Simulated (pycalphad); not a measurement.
Computed with pycalphad from the COST 507 light-alloy database (1999), at 1 atm. The data set is of 1999 and partly superseded. Phase fractions are per mole of atoms.

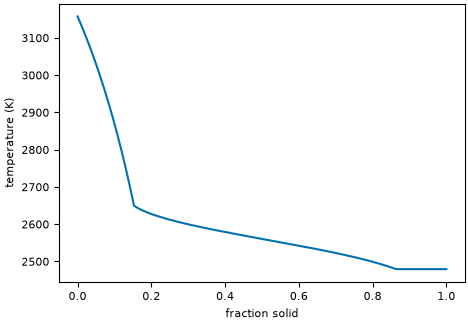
Figure. Scheil-Gulliver solidification path of Hf-0.7767C (wt.%)

**Question.** Compare equilibrium and Scheil-Gulliver solidification of Hf-0.7767C (wt.%).

**Answer.** Both start at the liquidus, 3158 K. In full equilibrium the last liquid goes at 2617 K (range 541 K), and at 2600 K the alloy holds HCP_A3. With no diffusion in the solid (Scheil-Gulliver, steps of 4 K) the liquid lasts to an invariant point at 2479 K (range 679 K), where the last 0.14 of it freezes; the solid then holds HCP_A3 0.76, FCC_A1 0.15, BCC_A2 0.09.

```csv
"last step ahead of the change, T (K)",liquid left there,liquid composition there (wt.%),solids forming below it
3158,1.00,0.78 C,FCC_A1
2650,0.85,0.43 C,HCP_A3
2479,0.14,0.09 C,BCC_A2 + HCP_A3
```
Solids once formed stay as they are in this model, so peritectic reactions do not proceed; the changes are located to one step.

FCC_A1 is fcc; BCC_A2 is bcc; HCP_A3 is hcp. The fcc model also describes the rock-salt carbide or nitride (TiC, TiN, HfC).
